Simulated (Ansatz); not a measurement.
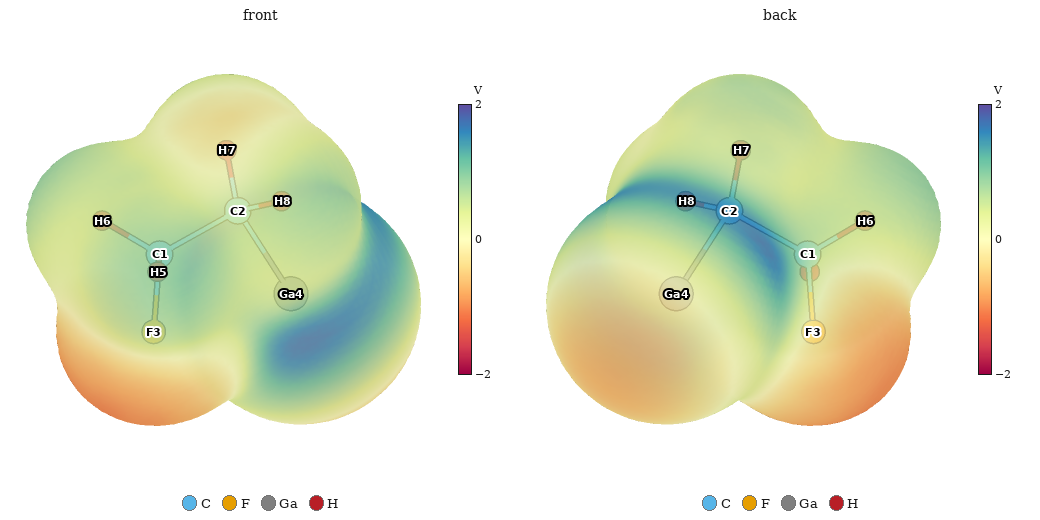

Figure. C₂H₄FGa. The molecular electrostatic potential painted on the density surface at 0.002 e/bohr³, seen from the front and from behind; red is negative and blue positive.

Geometry: B3LYP-D3(BJ)/def2-SVP.

Method: Ansatz, isolated molecule in a Gaussian basis; Kohn-Sham density functional theory, functional PBE0.

```xyz
8

C    -2.2533    1.9982    0.0134
C    -0.7569    1.9040    0.0293
F    -2.7910    0.9912    0.8993
Ga   -0.3820    0.3044    1.3831
H    -2.6522    2.9511    0.3947
H    -2.7111    1.7862   -0.9653
H    -0.3251    1.6595   -0.9558
H    -0.2665    2.8201    0.3993
```

> Where is the surface potential most negative and most positive?

The most negative region (about −1.0 V) lies over F3, the most positive (about +1.7 V) over Ga4.
